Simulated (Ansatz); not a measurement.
# W2N monolayer: phonons and vibrational spectra

Wanted: vibrations and spectra of W2N monolayer; the cell is already relaxed. After the zone centre comes a 6×6×1 q mesh on a 18×18×1 k mesh.

Main program and level: Ansatz 0.2.0; DFT PBEsol, scalar-relativistic, plane waves, PAW; PAW set soft_1.

## Step 1: Starting point

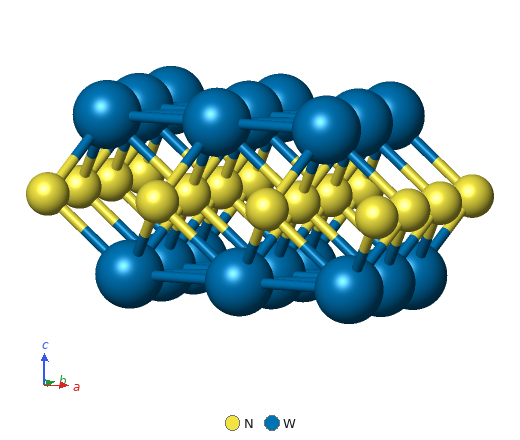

The cell as given, slightly off an axis (nitrogen yellow, tungsten blue). 3×3×1 cells are drawn. Some periodic images of atoms are drawn too.

The cell holds 3 atoms: 1 N and 2 W. Cell: a = 2.757 Å, b = 2.757 Å, c = 28.600 Å, α = 90.0°, β = 90.0°, γ = 120.0°. It derives from W2N. Vacuum lies along c.

## Step 2: Zone-centre response

The cell comes from relaxations at this level that are not shown. The zone centre comes first: it holds the modes that light can see, as far as symmetry allows. No field response is asked, since the mesh shows no gap.

Contents of input.yaml:

```yaml
crystal:
  lattice:
    - [2.7570046102, 0.0, 0.0]
    - [-1.3785023051, 2.3876360308, 0.0]
    - [0.0, 0.0, 28.6]
  atoms:
    - { symbol: "N", position: [0.0, 0.0, 0.3496503497] }
    - { symbol: W, position: [0.3333333333, 0.6666666667, 0.3999307617] }
    - { symbol: W, position: [0.6666666667, 0.3333333333, 0.2993699377] }
  periodic: [true, true, false]
kpoints:
  mp_grid: { grid: [18, 18, 1] }
hamiltonian:
  xc: pbesol
  pseudopotentials: { kind: paw, azcp: { folder: soft_1 }, xc_functional: pbe }
scf:
  occupations: { method: methfessel_paxton, width: 0.2 }
output:
  eigenvalues: true
phonons:
  method: dfpt
```

Started as:

```bash
ansatz run input.yaml --threads 4 --pin off --max-ram 16384MiB --backend cpu --events-out ev --progress --plain --runs-dir out
```

Numbers of over 12 decimals in the logs are rounded to 6 here.

Log:

```text
Warning: crystal.symmetry: narrowed to the stabiliser of the run's FFT grids — unitary ops 12 → 6. A phonons.method: dfpt run fills in the rows of the dynamical matrix that it does not solve by its symmetry operations, which is exact only for operations that map its FFT grids onto themselves: filled in by any other, the frequencies could depend on the order in which like atoms are typed, or, by more than the grids' own error, on where the crystal sits among the grids' points. Excluded: 6 operations. The run can therefore solve more perturbations, solve them on more k-points, or both, and cost more. [rest of the remark cut]
Engine: ansatz 0.2.0, aarch64-unknown-linux-gnu
Pseudopotentials: kind: paw
Pseudopotential: N, paw, valence charge 5, recommended cutoff 420 eV (normal), soft_1/N.paw.azcp
Pseudopotential: W, paw, valence charge 14, recommended cutoff 420 eV (normal), soft_1/W.paw.azcp
Functional definition: PBEsol
  exchange = pbesol_x
  correlation = pbesol_c
Crystal: 3 atoms, lattice volume = 188.266 Å³
Basis set: ecut = 420 eV, 3677 PW (Γ), exchange–correlation on 40×40×384 points (8 copies of the dense FFT grid, shifted against one another)
Bands: 21, of which v1, the nominal top of the filled ones, is band 17 counted from 1 (16 counted from 0)
Symmetry: 12 space group operations
k-points: 91 of 324 (irreducible under 2 space group operations, time reversal used)
Non-local potential: N, projectors of the file, l = 0: 2, l = 1: 2, l = 2: 1
Non-local potential: W, projectors of the file, l = 0: 3, l = 1: 2, l = 2: 2, l = 3: 1
PAW form: soft (Blöchl's): semilocal exchange-correlation on the pseudo side does not see the compensation charge
PAW frozen core: N, regenerated for the run's functional, and the local potential with it (the file was generated under x = pbe(κ = 0.804, μ = 0.219515), c = pbe(β = 0.066725))
PAW frozen core: W, regenerated for the run's functional, and the local potential with it (the file was generated under x = pbe(κ = 0.804, μ = 0.219515), c = pbe(β = 0.066725))
PAW one-centre angular grid: N, 110 points (default); XC on 64 Gauss nodes
PAW one-centre angular grid: W, 590 points (default); XC on 64 Gauss nodes
Initial density: superposition of atomic densities (neutral atoms: chi_scale 0, normalization atom)
Initial wavefunctions: pseudopotential atomic-orbital guess
Functional: x = pbesol(κ = 0.804, μ = 0.123457), c = pbesol(β = 0.046)
SCF iter   1: F=—  HF=-20892.707703 eV  |F-HF|=—  |Δ(HF+E_count)|=         —  Δρ=5.31e-2  dr2=7.21e0  ethr=3.10e-3  ⟨swp⟩=12.0  Hψ=16100  notcnv=0
preconditioner: auto → LDOS  [metal: Δε(μ)=0.074 eV  Ē_g=8.419 eV  σ=0.200 eV  W_gap=0.30  n_scr=18 (ndim 8)  ℏωp=11.2 eV  f_vac=0.731  D(μ)=1.93/eV (n_scr^D=12)  β→1.0]
SCF iter   2: F=—  HF=-20891.187046 eV  |F-HF|=—  |Δ(HF+E_count)|=    1.52e0  S|Δr|=    0.00e0  Δρ=2.54e-2  dr2=9.13e-1  ethr=3.10e-3  ⟨swp⟩=4.3  Hψ=6558  notcnv=0  defer=23
SCF iter   3: F=—  HF=-20890.920357 eV  |F-HF|=—  |Δ(HF+E_count)|=   2.67e-1  S|Δr|=    0.00e0  Δρ=4.34e-3  dr2=3.78e-2  ethr=2.77e-3  ⟨swp⟩=3.2  Hψ=4965  notcnv=0
SCF iter   4: F=—  HF=-20890.921086 eV  |F-HF|=—  |Δ(HF+E_count)|=   7.29e-4  S|Δr|=    0.00e0  Δρ=1.63e-3  dr2=9.08e-3  ethr=1.14e-4  ⟨swp⟩=3.3  Hψ=4160  notcnv=0
SCF iter   5: F=—  HF=-20890.919134 eV  |F-HF|=—  |Δ(HF+E_count)|=   1.95e-3  S|Δr|=    0.00e0  Δρ=4.71e-4  dr2=2.83e-4  ethr=2.75e-5  ⟨swp⟩=3.8  Hψ=4343  notcnv=0
SCF iter   6: F=—  HF=-20890.919287 eV  |F-HF|=—  |Δ(HF+E_count)|=   1.53e-4  S|Δr|=    0.00e0  Δρ=1.60e-4  dr2=8.14e-5  ethr=8.59e-7  ⟨swp⟩=3.7  Hψ=4702  notcnv=0
SCF iter   7: F=—  HF=-20890.919274 eV  |F-HF|=—  |Δ(HF+E_count)|=   1.29e-5  S|Δr|=    0.00e0  Δρ=4.43e-5  dr2=5.39e-6  ethr=2.47e-7  ⟨swp⟩=4.1  Hψ=4164  notcnv=0
SCF iter   8: F=—  HF=-20890.919276 eV  |F-HF|=—  |Δ(HF+E_count)|=   1.70e-6  S|Δr|=    0.00e0  Δρ=1.50e-5  dr2=4.18e-7  ethr=1.63e-8  ⟨swp⟩=3.6  Hψ=4451  notcnv=0
SCF iter   9: F=—  HF=-20890.919399 eV  |F-HF|=—  |Δ(HF+E_count)|=   1.23e-4  S|Δr|=    0.00e0  Δρ=3.30e-6  dr2=3.00e-8  ethr=1.27e-9  ⟨swp⟩=4.3  Hψ=4663  notcnv=0
SCF iter  10: F=—  HF=-20890.919399 eV  |F-HF|=—  |Δ(HF+E_count)|=   2.68e-8  S|Δr|=    0.00e0  Δρ=5.75e-7  dr2=4.39e-10  ethr=9.10e-11  ⟨swp⟩=3.5  Hψ=4248  notcnv=0
SCF iter  11: F=—  HF=-20890.919399 eV  |F-HF|=—  |Δ(HF+E_count)|=   5.32e-9  S|Δr|=    0.00e0  Δρ=1.37e-7  dr2=2.84e-11  ethr=1.33e-12  ⟨swp⟩=4.6  Hψ=5324  notcnv=0
SCF iter  12: F=-20890.919399 eV  HF=-20890.919399 eV  |F-HF|=2.91e-11  |Δ(HF+E_count)|=  5.02e-10  S|Δr|=    0.00e0  Δρ=2.21e-8  dr2=5.43e-13  ethr=1.00e-12  ⟨swp⟩=15.7  Hψ=16772  notcnv=0
SCF 1 converged in 12 iterations: F = -20890.919399 eV  dr2 = 5.43e-13
  greatest PAW one-centre occupation: 0.999 electrons in one spin orbital (limit 2), on the W atom at site 2 (counted from 0), in its partial waves of l = 0
DFPT response loops at Γ: preconditioner auto → none (partly filled bands, converged f_vac=0.734); β = 0.50; Broyden in place of MSR1
SCF converged after 12 iterations
Stability not checked: this state was not tested for a lower state beside it, because cold or Methfessel-Paxton smearing, or corrected tetrahedra, fill the levels in a way that the test cannot read (fill_not_monotonic; see scf.lower_state_search)
Free energy (F): -20890.919399 eV
Harris-Foulkes:  -20890.919399 eV  (|F-HF|=2.91e-11)
Internal energy: -20890.919951 eV  (E = F + TS)
E sigma→0 (E₀):  -20890.919537 eV
Entropy (-TS):   0.000552 eV (0.184 meV/atom)
Fermi energy:    -5.413465 eV
--- Per-component energies (eV) ---
  E_band       = -1037.238802
  E_kinetic    = 972.441157
  E_local      = -84078.638414  (includes V_loc(G=0)·N_el)
  E_nonlocal   = -9.695497
  E_hartree    = 41481.069358
  E_xc         = -588.598507
  E_vxc        = -534.470787  (∫ρ·V_xc dr)
  E_paw        = -17025.733868  (= ΣΔE_a)
  E_vpaw       = -349.015099  (= ΣTr[D̂ρ^β])
  E_aug_tail   = 0.001131  (compensation charges beyond the density's cutoff)
  E_ewald      = 38357.762874
  E_core_change = 0.471814  (= ΣΔE_core)
  E_smearing   = 0.000552  (= −TS)
  E_closure    = 0.000000  (closes the sum)
  Σ components = -20890.919399   (vs F -20890.919399, Δ=0.00e0)
--- Band table (eV; the first three rows and the last of 91) ---
  k-point 0: bands = [... 13 lower, -6.8711, -6.7045, -6.5397, -6.4857, -6.4857, -4.7039, -4.7039, -3.7187]
  k-point 1: bands = [... 13 lower, -7.1050, -6.7759, -6.7251, -6.3614, -6.1479, -4.8633, -4.7425, -3.6314]
  k-point 2: bands = [... 13 lower, -7.7108, -6.9312, -6.5973, -5.9933, -5.9334, -5.1045, -4.7537, -3.4735]
  k-point 90: bands = [... 13 lower, -7.4498, -7.2210, -6.7627, -5.2412, -4.1303, -3.6773, -2.1851, -1.9850]
--- Phonons (Γ-DFPT): 6 representative perturbations + reference, on 91 of 324 k-points (Σ response iterations 33) ---
  ASR residual: 6.272e-5 → 0.000e0 eV/Å²; symmetrization residual: 1.279e-5 eV/Å²
  The last average, over the group as it would stand without the narrowing to the FFT grids, took up to 2.483e-7 eV/Å² of the zone centre's force constants
  ASR residual per site (eV/Å²): 5.61e-5 6.27e-5 6.24e-5
  Γ frequencies (cm⁻¹): 0.00 0.00 0.00 93.08 93.08 148.18 332.00 332.00 608.79
  non-analytic LO–TO correction: not included (Born effective charges unavailable; polar crystals: no LO–TO splitting at Γ)
```

The job ended after 81 s (4 threads of Arm Neoverse V1, shared host; peak memory 1.3 GiB; 5.2 min of CPU time).

The column dr2 measures how far the density is from self-consistency, as an energy; F and HF (Harris–Foulkes) agree once it is small.

This step gave:

```
gap on the k-mesh                                       : 0 eV
sum-rule residual before enforcement                    : 6.27e-5 eV/Å²
point group                                             : -3m
area per atom                                           : 2.194 Å²
highest optical mode at the zone centre (no LO-TO term) : 608.8 cm⁻¹
lowest optical zone-centre mode                         : 93.08 cm⁻¹
```

Patterns of degenerate modes are one choice out of their space. Modes at Γ, with each element's share of the kinetic energy:

| mode | frequency (cm⁻¹) | symmetry | N % | W % |
| --- | --- | --- | --- | --- |
| 1 | 0.0 | acoustic | 4 | 96 |
| 2 | 0.0 | acoustic | 4 | 96 |
| 3 | 0.0 | acoustic | 4 | 96 |
| 4 | 93.1 | Eg | 0 | 100 |
| 5 | 93.1 | Eg | 0 | 100 |
| 6 | 148.2 | A1g | 0 | 100 |
| 7 | 332.0 | Eu | 96 | 4 |
| 8 | 332.0 | Eu | 96 | 4 |
| 9 | 608.8 | A2u | 96 | 4 |

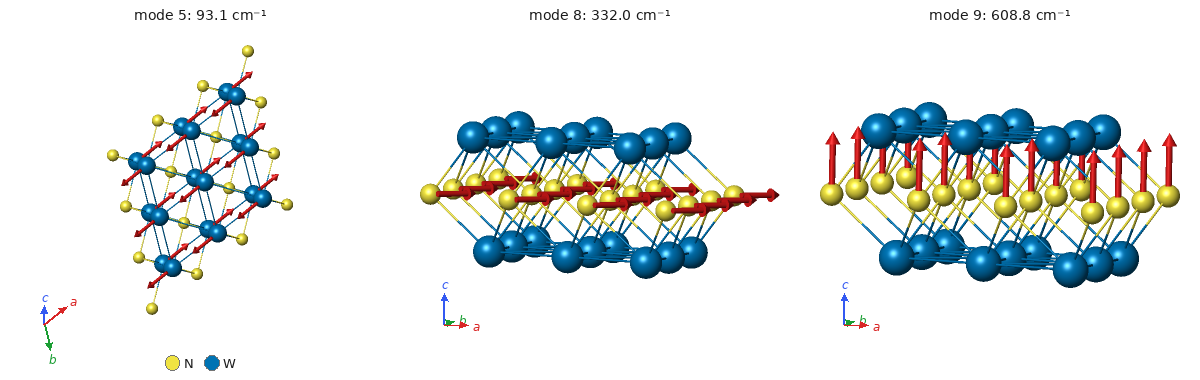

Displacement patterns of modes 5, 8 and 9 at Γ; arrows are exaggerated. 3×3×1 cells are drawn. Some periodic images of atoms are drawn too.

Before it was imposed, the acoustic sum rule was missed by 6.3e-5 eV/Å². Small misses are needed for a sound result but don't prove that mesh and cutoff are converged. The lowest optical mode is real, 93.1 cm⁻¹.

## Step 3: Response at finite wavevector

Stability and thermal properties need the whole zone. Linear response on a 6×6×1 q mesh gives force constants as far as a supercell of that size would.

Changes to input.yaml since step 2:

```diff
@@ -21 +21,10 @@
   method: dfpt
+  qmesh: [6, 6, 1]
+  temperatures: { t_max: 1000, t_step: 50 }
+  qpath:
+    path:
+      - [0.0, 0.0, 0.0]
+      - [0.5, 0.0, 0.0]
+      - [0.33333333, 0.33333333, 0.0]
+      - [0.0, 0.0, 0.0]
+    npoints: 10
```

Log:

```text
[...]
Crystal: 3 atoms, lattice volume = 188.266 Å³
Basis set: ecut = 420 eV, 3677 PW (Γ), exchange–correlation on 40×40×384 points (8 copies of the dense FFT grid, shifted against one another)
Bands: 21, of which v1, the nominal top of the filled ones, is band 17 counted from 1 (16 counted from 0)
Symmetry: 12 space group operations
k-points: 37 of 324 (irreducible under 6 space group operations, time reversal used)
[...]
SCF iter   1: F=—  HF=-20892.707812 eV  |F-HF|=—  |Δ(HF+E_count)|=         —  Δρ=5.31e-2  dr2=7.21e0  ethr=3.10e-3  ⟨swp⟩=11.9  Hψ=6554  notcnv=0
[...]
SCF iter  12: F=-20890.919399 eV  HF=-20890.919399 eV  |F-HF|=7.28e-12  |Δ(HF+E_count)|=  3.86e-10  S|Δr|=    0.00e0  Δρ=2.53e-8  dr2=8.05e-13  ethr=1.00e-12  ⟨swp⟩=15.6  Hψ=6781  notcnv=0
SCF 1 converged in 12 iterations: F = -20890.919399 eV  dr2 = 8.05e-13
[...]
phonons: the bands overlap, so this run is a metal and interpolates without the dipole-dipole term. If the crystal is really an insulator or semiconductor, its LO-TO splitting is missing
NSCF: frozen V_eff on 37 k-points
WARN: eigensolver did not converge (k=7): 1 band(s) unlocked after 2 eigensolves, warm-restarted (20 sweeps on the last) at ethr=1.42e-12 eV (storage-precision floor; scheduled 1.00e-12 eV) (lowest unlocked band 20, counted from 0; max residual 1.94e-5 eV among the unlocked bands, 1.94e-5 eV over every band; other slots of this pass that fall short are told together in one closing line; warning suppressed until the next SCF loop or pass starts)
WARN: eigensolver did not converge in 2 slots of this pass, the one above among them; of largest residual over every band (k=8): 1 band(s) unlocked (lowest unlocked band 20, counted from 0; max residual 2.00e-4 eV among the unlocked bands, 2.00e-4 eV over every band); of lowest unlocked band (k=7): band 20
[...]
DFPT response loops at q = (0, 0, 0) (fractional): preconditioner auto → none (partly filled bands, converged f_vac=0.734); β = 0.50; Broyden in place of MSR1
[...]
SCF converged after 12 iterations
[...]
Free energy (F): -20890.919399 eV
[...]
Internal energy: -20890.919951 eV  (E = F + TS)
E sigma→0 (E₀):  -20890.919537 eV
Entropy (-TS):   0.000552 eV (0.184 meV/atom)
Fermi energy:    -5.413465 eV
[...]
--- Band table (eV; the first three rows and the last of 37) ---
  k-point 0: bands = [... 13 lower, -6.8711, -6.7045, -6.5397, -6.4857, -6.4857, -4.7039, -4.7039, -3.7187]
  k-point 1: bands = [... 13 lower, -7.1050, -6.7759, -6.7251, -6.3614, -6.1479, -4.8633, -4.7425, -3.6314]
  k-point 2: bands = [... 13 lower, -7.7108, -6.9312, -6.5973, -5.9933, -5.9334, -5.1045, -4.7537, -3.4735]
  k-point 36: bands = [... 13 lower, -7.0584, -7.0584, -6.7900, -4.7186, -4.7186, -3.0445, -3.0445, -2.2050]
--- Phonons (Γ-DFPT): 6 representative perturbations + reference (Σ response iterations 26) ---
  ASR residual: 4.861e-5 → 0.000e0 eV/Å²; symmetrization residual: 2.238e-6 eV/Å²
[...]
ASR residual per site (eV/Å²): 4.86e-5 6.62e-6 7.20e-6
  Γ frequencies (cm⁻¹): 0.00 0.00 0.00 93.08 93.08 148.18 332.00 332.00 608.79
--- Phonons (arbitrary-q DFPT): 7 irreducible q on the 6×6×1 mesh ---
  q = [0.0000, 0.0000, 0.0000] (star 1, of the zone-centre solve; hermiticity 2.43e-7, symmetrization 1.34e-13, taken by the last average 2.97e-8): 0.00 0.00 0.00 93.08 93.08 148.18 332.00 332.00 608.79
  q = [0.0000, 0.1667, 0.0000] (star 6, 9 solved perturbations on 171 of 324 k-point pairs; hermiticity 5.81e-7, symmetrization 2.32e-10, taken by the last average 3.47e-8): 42.45 68.06 81.08 89.32 118.95 146.84 306.99 351.31 591.43
[...]
q = [0.1667, 0.1667, 0.0000] (star 6, 6 solved perturbations in 1485 linear systems a pass and spin channel, the states on 324 of 324 k-point pairs; hermiticity 3.08e-7, symmetrization 1.62e-10, taken by the last average 8.21e-8): 76.32 78.01 89.90 117.49 155.12 172.13 346.89 437.72 592.27
[...]
sum rule: each row above includes the acoustic sum rule's correction from the zone centre's row sums; it moved no ω² by more than (0.97 cm⁻¹)²
  mesh force constants: q→R imaginary residual 4.19e-18; ASR residual 4.861e-5 → 0.000e0 eV/Å²; symmetrization residual 1.421e-14 eV/Å²
  interpolated dispersion: 31 rows × 9 modes
  density of states and harmonic sums: on the 30×30×1 q-mesh, interpolated from the force constants of a 6×6×1 supercell (no non-analytic term)
  largest difference from the sums on the solved wave vectors: F 1.12e-2 eV, S 1.12e-5 and C_V 1.28e-6 eV/K
  zero-point energy: 0.131389 eV/cell   skipped modes (ω ≤ 0): 47, of them read as no rigid motion or as one in doubt: 44 (4.967e-1 modes/cell left out, lowest -81.17 cm⁻¹)   left out of the sums: 5.56e-2 of the cell's modes: C_V's classical limit lies that fraction below 3 k_B per atom; for a crystal, a wire or a layer, F and S can be off by more, and a phonons.interpolated_qmesh denser along its periods is the remedy for the sampling
```

Wall time 18 min (4 threads); peak memory 2.7 GiB; 69 min of CPU time.

This step gave:

| Property | Result |
| --- | --- |
| sum-rule residual before enforcement | 4.86e-5 eV/Å² |
| lowest frequency on the path | -81.17 cm⁻¹ |
| highest frequency on the path or at a solved wavevector | 608.8 cm⁻¹ |
| lowest mode on the q mesh (acoustic modes at Γ apart) | -81.17 cm⁻¹ |

Frequencies (cm⁻¹) solved at each irreducible wavevector; negative means imaginary. Frequencies by wavevector, by row:

```
q in reciprocal lattice units  star  mode 1  mode 2  mode 3  mode 4  mode 5  mode 6  mode 7  mode 8  mode 9
                        0 0 0     1       0       0       0    93.1    93.1   148.2     332     332   608.8
                   0 0.1667 0     6    42.5    68.1    81.1    89.3     119   146.8     307   351.3   591.4
                   0 0.3333 0     6    47.4   105.4   117.8   121.6   166.1   182.9   353.4   486.4     570
                     0 -0.5 0     3   -81.2   135.6   142.9   163.8   184.6   206.8   392.6   503.7     585
              0.1667 0.1667 0     6    76.3      78    89.9   117.5   155.1   172.1   346.9   437.7   592.3
              0.1667 0.3333 0    12   -58.3     120   140.9   147.9   176.1   196.8   402.1   502.5   564.1
              0.3333 0.3333 0     2    84.7    84.7   164.5   167.1   167.1   193.7   490.1   490.1   556.9
```

Interpolated from a 6×6×1 q mesh. Phonon branches along the path, in cm⁻¹:

| point | branch 1 | branch 2 | branch 3 | branch 4 | branch 5 | branch 6 | branch 7 | branch 8 | branch 9 |
| --- | --- | --- | --- | --- | --- | --- | --- | --- | --- |
| Γ | 0 | 0 | 0 | 93 | 93 | 148 | 332 | 332 | 609 |
| M | -81 | 136 | 143 | 164 | 185 | 207 | 393 | 504 | 585 |
| K | 85 | 85 | 164 | 167 | 167 | 194 | 490 | 490 | 557 |
| Γ | 0 | 0 | 0 | 93 | 93 | 148 | 332 | 332 | 609 |

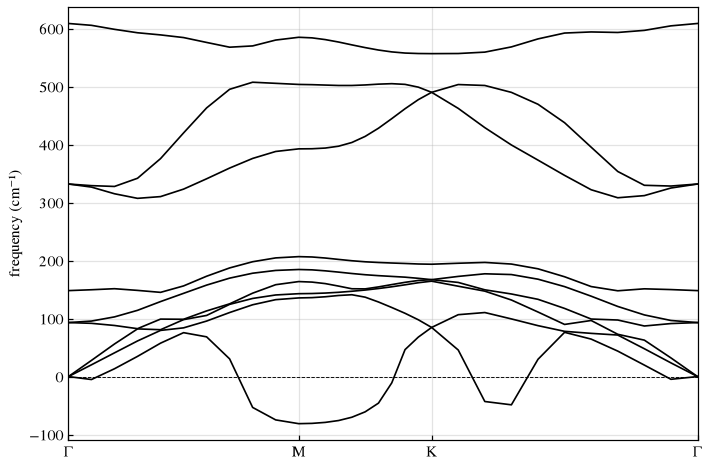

Phonon branches along the path.

(Continued in part 2 of 2.)

[Logs are printed without paths, hosts, clocks, repeated set-up lines and the standing remarks that a program may print on its own settings, such as how far it seeks lower states.]

[Hosts, paths, dates, database ids (printed as entryN), source tags and the programs' standing remarks are cut or masked in the printed files.]
